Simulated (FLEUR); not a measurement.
Band structure of Fe₃Rh (Fm-3m, 4 atoms in the cell).

```xyz
4
Lattice="0.0000 2.9565 2.9565 2.9565 0.0000 2.9565 2.9565 2.9565 0.0000" Properties=species:S:1:pos:R:3 pbc="T T T"
Fe     4.4347     4.4347     4.4347
Fe     1.4782     1.4782     1.4782
Fe     0.0000     0.0000     0.0000
Rh     2.9565     2.9565     2.9565
```
Moments meant for the start (each program seeds them in its own way; μB, in the order of the atoms Fe Fe Fe Rh): 4.0 4.0 4.0 1.0.

Method of the run: PBEsol, all-electron FLAPW (FLEUR), scalar-relativistic valence run with FLEUR.

Settings: Kmax = 3.6 1/bohr; GmaxXC = 10.8 1/bohr; xcFunctional = PBEs; jspins = 2; l_soc = F; mode = hist; fermiSmearingEnergy = 0.00999582 Htr; mesh (inpgen div1-3) = 8 8 8; inpgen gamma flag = true; Gmax = 10.8 1/bohr; numbands = 0; maxIterBroyd = 15; imix = Anderson; alpha = 0.05.

The starting cell comes from a database of computed structures (which also holds hypothetical and non-ambient phases and stackings), without a prior relaxation at this level. Its lattice was rescaled by a random factor within 2.5 % of one. Values depend on the basis (sphere radii, cutoffs, local orbitals), which need not be converged.

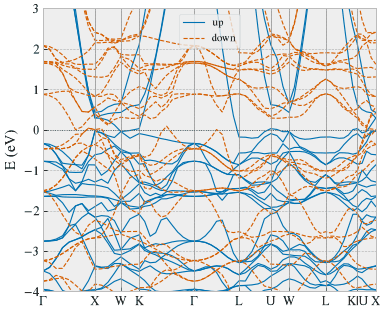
Figure: Bands along the path, energies from the Fermi level.

Levels in eV from the Fermi level, bands 33 to 40 of the first spin channel:
```json
[
 {"point": "Γ", "33": "-0.78", "34": "-0.34", "35": "-0.34", "36": "-0.34", "37": "7.44", "38": "7.44", "39": "7.44", "40": "8.20"},
 {"point": "X", "33": "-0.87", "34": "-0.62", "35": "-0.04", "36": "-0.04", "37": "0.29", "38": "0.29", "39": "0.43", "40": "6.63"},
 {"point": "W", "33": "-0.54", "34": "-0.54", "35": "-0.49", "36": "-0.05", "37": "-0.05", "38": "0.43", "39": "0.65", "40": "9.96"},
 {"point": "K", "33": "-1.31", "34": "-0.85", "35": "-0.58", "36": "-0.10", "37": "0.03", "38": "0.62", "39": "2.10", "40": "6.89"},
 {"point": "L", "33": "-1.11", "34": "-0.87", "35": "-0.87", "36": "-0.58", "37": "-0.18", "38": "6.46", "39": "6.46", "40": "7.01"},
 {"point": "U", "33": "-1.31", "34": "-0.85", "35": "-0.58", "36": "-0.10", "37": "0.03", "38": "0.62", "39": "2.10", "40": "6.89"}
]
```
